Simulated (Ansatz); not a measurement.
The starting structures come from a database of crystals and need not be the phases stable at ambient conditions.

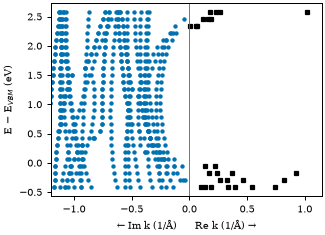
Complex bands at the centre of the two-dimensional zone; r2SCAN in Ansatz (a quantum-chemistry and plane-wave program)

No gap correction and no spin-orbit coupling; mid-gap is the computed energy nearest the middle.

This is SrTiO₃ (I4/mcm, 10 atoms a cell, 12.0 Å³ an atom) along the normal of (100). Read off the slowest decay at the centre of the two-dimensional zone at 1.14 eV, the computed energy nearest the middle of the gap.

κ ≈ 0.25 1/Å, a decay length 1/(2κ) of the density of 2.0 Å.
